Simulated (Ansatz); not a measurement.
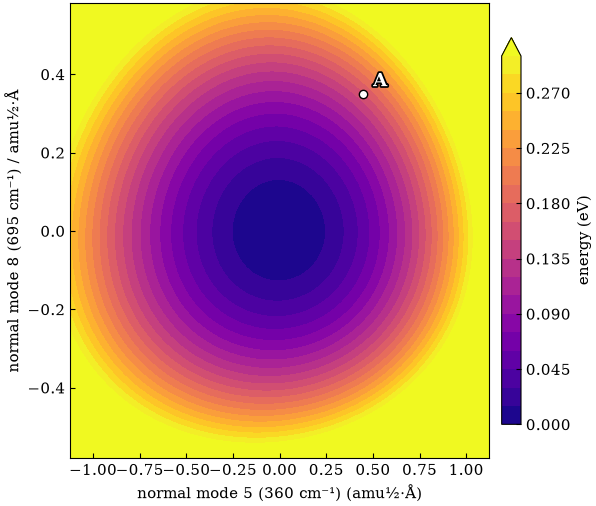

CH₃AlBrCl, SMILES [CH3][Al]([Cl])[Br]. 
- Coordinates scanned: (1) normal mode 5 (360 cm⁻¹); (2) normal mode 8 (695 cm⁻¹).
- Nothing is relaxed (straight displacements along the two mass-weighted modes).
- The grid has 11 × 11 points.
- Energies: eV, counted from the relaxed molecule at the same level.
- All numbers below come from RKS CAM-B3LYP-D4/def2-SVP (Ansatz 0.2.0).

Drawn: filled contours, one colour for all values above the top of the scale, the point A. Between grid points the surface is interpolated.

Which way does the force act at A, and how strong is it?

Answer. A, at normal mode 5 (360 cm⁻¹) = 0.449 amu½·Å, normal mode 8 (695 cm⁻¹) = 0.348 amu½·Å, is not a stationary point. The computed force is 0.27 eV for each amu½·Å towards smaller values of normal mode 5 (360 cm⁻¹) and 0.6 eV for each amu½·Å towards smaller values of normal mode 8 (695 cm⁻¹).
